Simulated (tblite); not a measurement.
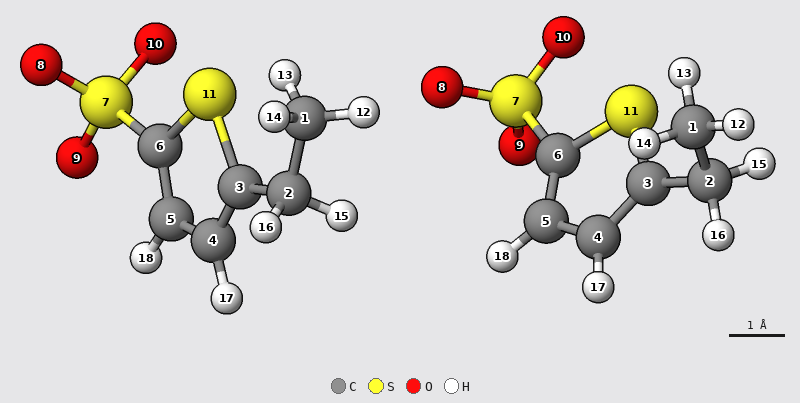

Two geometries of C₆H₇O₃S₂ (charge −1), drawn at one scale. One is the start of a relaxation, the other its converged end. Style: ball-and-stick. Shown from a free direction.

Theory: GFN2-xTB geometry optimisation, gas phase (tblite 0.8.0). 

Q: Which of the two is the end point?

A: The right one is the relaxed one. H16 moves most after the best rigid fit: 1.29 Å. Largest moves by element: H 1.29 Å, S 0.94 Å, O 0.89 Å, C 0.65 Å. Among the contacts that change: S7–S11 3.222 → 2.873 Å, S7–O10 1.682 → 1.463 Å, C6–S11 1.894 → 1.704 Å, C3–S11 1.870 → 1.748 Å. Among the angles between lasting bonds that change: S7–C6–S11 122.8° → 110.2°, C5–C6–S7 125.6° → 137.0°, C6–S7–O10 111.9° → 100.6°. Groups turn about C2–C3 by about 70°, C6–S7 by about 55°, C1–C2 by about 45°. The energy falls by 2.381 eV in 201 geometry steps.
